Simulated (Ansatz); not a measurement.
```xyz
6

Hf   -0.3165    0.2106    0.1147
Br   -2.2644   -0.7726   -1.1243
O     1.2586   -0.7286   -0.3638
H     2.0611   -1.1985   -0.5997
Cl   -0.0721    2.4812   -0.4622
Cl   -0.6668    0.0077    2.4351
```

Core potentials replace the inner electrons of Hf.

All numbers below come from RKS B3LYP-D4/def2-SVP in Ansatz.

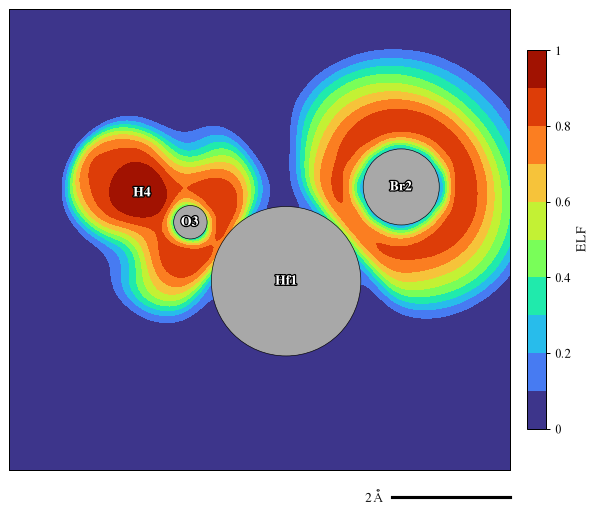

BrCl2HHfO. ELF on the plane of atoms Br2, Hf1 and O3. Grey discs cover the atomic cores.

> What do the fields say about this system?

The section cuts through Hf, Br, O and H sites.
Hf–O (1.90 Å): the ELF peaks at about 0.80 in the valence shell of O, 0.5 Å from its nucleus, and drops to about 0.20 between the two atoms.
Hf–Br (2.51 Å): the ELF peaks at about 0.80 in the valence shell of Br, 1.0 Å from its nucleus, and is about 0.45 at the midpoint.
O–H (0.96 Å): the ELF climbs to about 1 towards the hydrogen, as it does in any bond to H: a covalent bond by its length.
